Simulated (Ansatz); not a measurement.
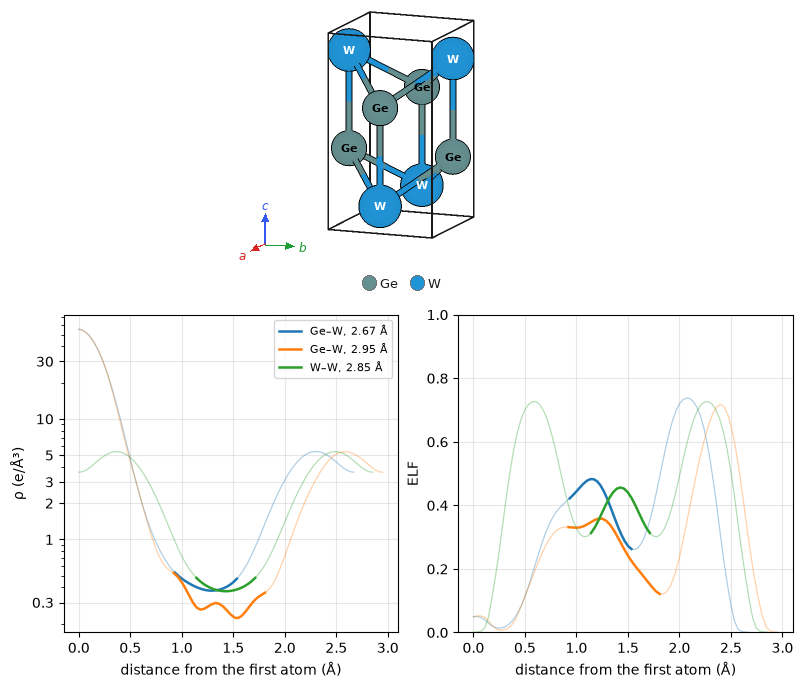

Figure 1: GeW. Valence electron density and ELF along straight lines between neighbouring atoms. Thin, pale parts lie inside the atomic spheres. The structure is drawn too.

Space group P4/nmm; a generated structure, not necessarily the stable one; changed on purpose from its base cell (volume × 1.03, shape and atoms relaxed); computed pressure about −5 GPa in this cell.

Computed with DFT PBE, scalar-relativistic, plane waves, PAW (Ansatz).

The density is the valence pseudo-density of a PAW calculation; it isn't the true density close to the nuclei.

```yaml
crystal:
  lattice:
    - [3.29457, 0.00000, 0.00000]
    - [0.00000, 3.29457, 0.00000]
    - [0.00000, 0.00000, 5.90241]
  atoms:
    - { symbol: Ge, position: [0.50000, 0.00000, 0.36026] }
    - { symbol: Ge, position: [0.00000, 0.50000, 0.63974] }
    - { symbol: W, position: [0.50000, 0.00000, 0.86026] }
    - { symbol: W, position: [0.00000, 0.50000, 0.13974] }
```

What can be read from the curves?

Ge–W (2.67 Å): ρ is about 0.38 e/Å³ halfway; the ELF is about 0.40 at the midpoint.
Ge–W (2.95 Å): the density is about 0.24 e/Å³ at the midpoint; the ELF is about 0.25 at the midpoint (no localised pair shows between them).
W–W (2.85 Å): ρ at the midpoint is about 0.37 e/Å³; the ELF is about 0.45 at the midpoint.
